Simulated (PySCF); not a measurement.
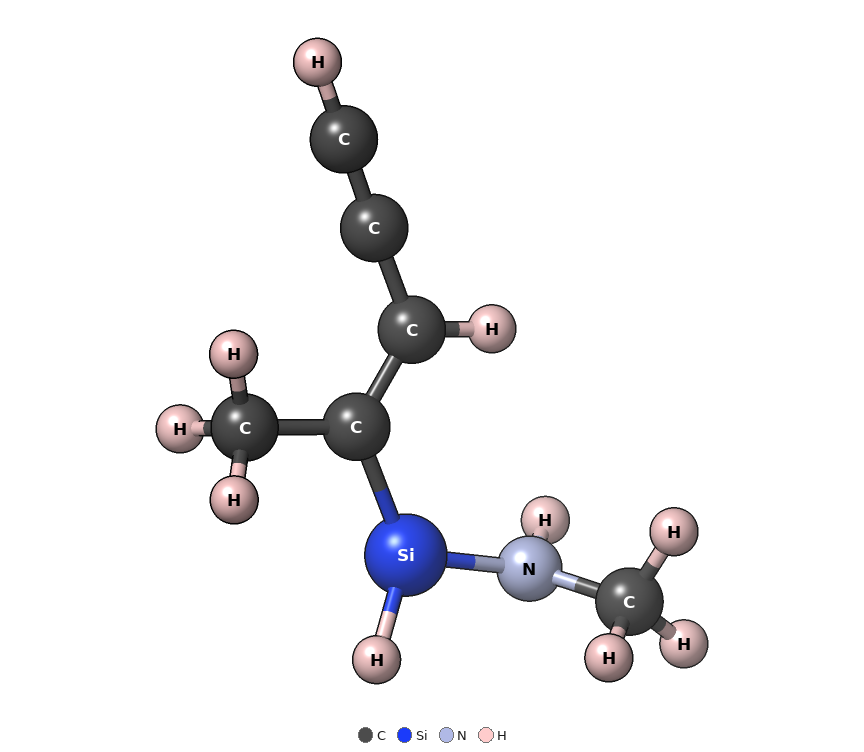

The species is neutral and a spin doublet. The computed structure is the end point of a GFN2-xTB optimisation. No frequency run is at hand to confirm it as a minimum. Properties computed with UKS B3LYP, pcH-1 on C H N Si, non-relativistic (PySCF 2.14.0).

**What is the ⟨S²⟩ of the determinant?**

0.769.

**Give the isotropic g value at this level.**

2.00267.

The geometry is semi-empirical. Around Si such bond lengths and angles can be off by a tenth of an ångström or more and by several degrees, and values that hang on the shape move with them.
